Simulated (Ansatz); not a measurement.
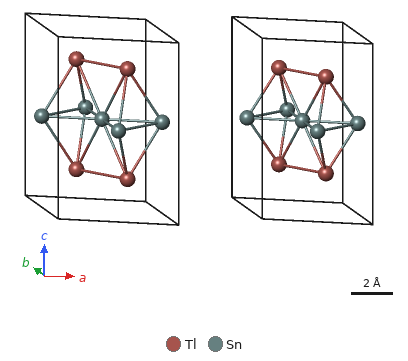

Two geometries of solid Tl₄Sn₃ (a generated structure, set up in P6/mmm) (coarse preliminary run), drawn at one scale. One is the start of a relaxation, the other its converged end. The picture is a ball-and-stick view of the cell of the calculation, seen slightly off an axis.

Method: Ansatz 0.2.0, DFT PBE, scalar-relativistic, plane waves, PAW. Set-up: plane-wave cutoff 420 eV; k-point mesh 6 × 6 × 2; occupations gaussian; smearing width 0.1 eV; no spin polarisation; cell and atoms relaxed; force threshold 0.04 eV/Å; at most 70 steps.

**Which one is relaxed?**

The left one is the relaxed one. After 3 accepted moves (4 points after the start) the energy has fallen by 2.393 eV per cell of the calculation. Largest force component: 2 eV/Å at the start, 0.00011 eV/Å at the end. Pressure: 10.98 GPa at the start and 0.02 GPa at the end. At 1 point the geometry stayed and the basis and grid were re-selected for the new cell (energy shift of 7.5 meV per cell of the calculation at most each time). The largest moves relative to the cell, 0.32 Å, are those of Tl atoms. Sn stays in place. The drawn cell changes as follows: a = b 5.669 → 6.171 Å (+8.9 %), c 9.134 → 9.213 Å (+0.9 %); the volume changes by +19.5 %. Among the contacts that change: Sn–Tl 2.941 → 3.306 Å, Tl–Tl 3.273 → 3.563 Å, Sn–Sn 2.834 → 3.085 Å. The space group stays P6/mmm (No. 191).
